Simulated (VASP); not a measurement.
Band structure of SnO (litharge). All values below come from modified Becke-Johnson potential (mBJ), VASP's PBE PAW potentials (set 64) (plane waves; VASP).

mBJ is a potential without an energy functional, so only the levels count. Without a dispersion term in the relaxation, distances and binding between the weakly bound layers, chains or molecules are unreliable, and so is what depends on them. Unless said otherwise, spin-orbit coupling is left out, though it shifts the bands of the heavy elements here.

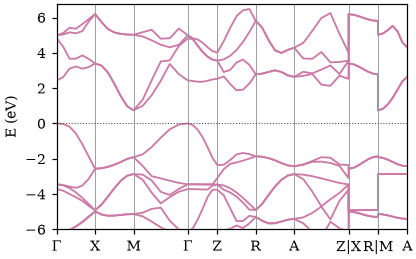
*Bands along high-symmetry lines, zero at the valence-band maximum or, without a gap, the Fermi level*

**Question.** Read the plot: is there a gap, and where are the band edges?

**Answer.** The gap is indirect, 0.75 eV, from the valence maximum at Γ to the conduction minimum at M.

Measured: gap 0.70 eV (computed value off by +0.05 eV), as given by David Waroquiers et al., Physical Review B (2013), arXiv:1302.6756.

The compound is SnO in the litharge structure. It was relaxed first, which changed the volume by +8 %. The cell's shape comes from a PBE relaxation.
